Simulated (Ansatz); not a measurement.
**CH4BN (SMILES B1CN1): functionals against CCSD(T) at one geometry**

The atoms stand at a structure displaced at random from a GFN2-xTB minimum. How far do the functionals agree with CCSD(T) there?

Program: Ansatz 0.2.0, Gaussian basis. Level of theory: single points in def2-TZVPP. These are calculated values, not measurements.

Cores are frozen in the correlated methods.

### 1 The system as given

SMILES `B1CN1`, 7 atoms, charge 0, spin multiplicity 1.

Atoms are counted from 1 here; the program's logs count them from 0.

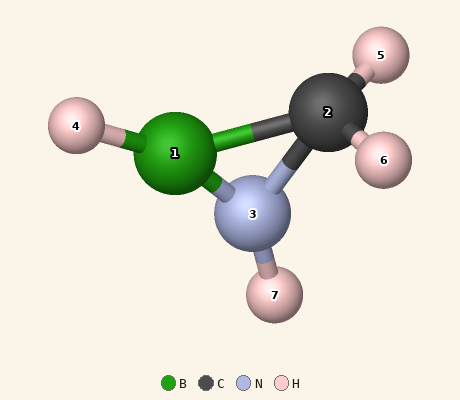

The starting geometry (boron green, carbon dark grey, nitrogen light blue, hydrogen pink); atoms are numbered from 1 in the order of the file.

As a file:

| atom | x (Å) | y (Å) | z (Å) |
| --- | --- | --- | --- |
| B1 | -0.6894 | -0.5191 | -0.4051 |
| C2 | 0.1684 | 0.7909 | 0.1717 |
| N3 | 0.5033 | -0.6737 | -0.1025 |
| H4 | -1.8955 | -0.7714 | -0.6552 |
| H5 | 0.8255 | 1.4353 | -0.3429 |
| H6 | 0.1561 | 0.9182 | 1.2260 |
| H7 | 1.3437 | -1.3344 | 0.0865 |

### 2 CCSD(T)/def2-TZVPP

run/in.yaml reads:

```yaml
crystal:
  periodic: [false, false, false]
  atoms:
    - {symbol: B, position_ang: [-0.689400, -0.519100, -0.405100]}
    - {symbol: C, position_ang: [0.168400, 0.790900, 0.171700]}
    - {symbol: N, position_ang: [0.503300, -0.673700, -0.102500]}
    - {symbol: H, position_ang: [-1.895500, -0.771400, -0.655200]}
    - {symbol: H, position_ang: [0.825500, 1.435300, -0.342900]}
    - {symbol: H, position_ang: [0.156100, 0.918200, 1.226000]}
    - {symbol: H, position_ang: [1.343700, -1.334400, 0.086500]}
basis:
  gaussian: {orbitals: def2-TZVPP}
correlation: {method: ccsd_t}
output: {forces: true}
```

The command line of these runs was not kept.

### 3 PBE0-D4/def2-TZVPP

Changes to run/in.yaml since step 2:

```diff
@@ -12,3 +12,3 @@
   gaussian: {orbitals: def2-TZVPP}
-correlation: {method: ccsd_t}
-output: {forces: true}
+hamiltonian: {xc: pbe0, dispersion: d4}
+output: {forces: true, orbitals: {seedname: orbitals}}
```

### 4 wB97M-V/def2-TZVPP

Changes to run/in.yaml since step 3:

```diff
@@ -12,3 +12,3 @@
   gaussian: {orbitals: def2-TZVPP}
-hamiltonian: {xc: pbe0, dispersion: d4}
-output: {forces: true, orbitals: {seedname: orbitals}}
+hamiltonian: {xc: {name: wB97M-V}}
+output: {forces: true}
```

### 5 r2SCAN-D4/def2-TZVPP

Changes to run/in.yaml since step 4:

```diff
@@ -12,3 +12,3 @@
   gaussian: {orbitals: def2-TZVPP}
-hamiltonian: {xc: {name: wB97M-V}}
+hamiltonian: {xc: r2scan, dispersion: d4}
 output: {forces: true}
```

### 6 PBE-D4/def2-TZVPP

Changes to run/in.yaml since step 5:

```diff
@@ -12,3 +12,3 @@
   gaussian: {orbitals: def2-TZVPP}
-hamiltonian: {xc: r2scan, dispersion: d4}
+hamiltonian: {xc: pbe, dispersion: d4}
 output: {forces: true}
```

### 7 BLYP-D4/def2-TZVPP

Changes to run/in.yaml since step 6:

```diff
@@ -12,3 +12,3 @@
   gaussian: {orbitals: def2-TZVPP}
-hamiltonian: {xc: pbe, dispersion: d4}
+hamiltonian: {xc: {name: BLYP}, dispersion: d4}
 output: {forces: true}
```

### 8 BHLYP-D4/def2-TZVPP

Changes to run/in.yaml since step 7:

```diff
@@ -12,3 +12,3 @@
   gaussian: {orbitals: def2-TZVPP}
-hamiltonian: {xc: {name: BLYP}, dispersion: d4}
+hamiltonian: {xc: {name: BHLYP}, dispersion: d4}
 output: {forces: true}
```

(Steps that only read results are left out.)

**Question.** What will these runs give? Wanted: energy less free atoms, CCSD(T)/def2-TZVPP; RMS force component; RMS force error; HOMO and LUMO, PBE0-D4; T1 diagnostic.

The runs gave:

```
                                  quantity                                                                                            value
energy less free atoms, CCSD(T)/def2-TZVPP                                                                                   -2441.4 kJ/mol
                       RMS force component                                                             2.718 to 2.950 eV/Å over the methods
                           RMS force error  PBE0-D4 0.277, wB97M-V 0.201, r2SCAN-D4 0.214, PBE-D4 0.237, BLYP-D4 0.226, BHLYP-D4 0.363 eV/Å
                    HOMO and LUMO, PBE0-D4                                                                                -7.17 and 0.49 eV
                             T1 diagnostic                                                                                            0.012
```

Against CCSD(T) the functionals' energies less atoms differ by -174.0 to -17.6 kJ/mol, PBE-D4 by -174.0 kJ/mol. The reference is not at the basis limit: in triple zeta CCSD(T) underbinds, which counts against methods that bind more; the gaps are no ranking. On forces the order runs from wB97M-V to BHLYP-D4. Frozen-core CCSD(T) forces in triple zeta carry basis errors of their own, and this is one geometry, so small gaps rank nothing.
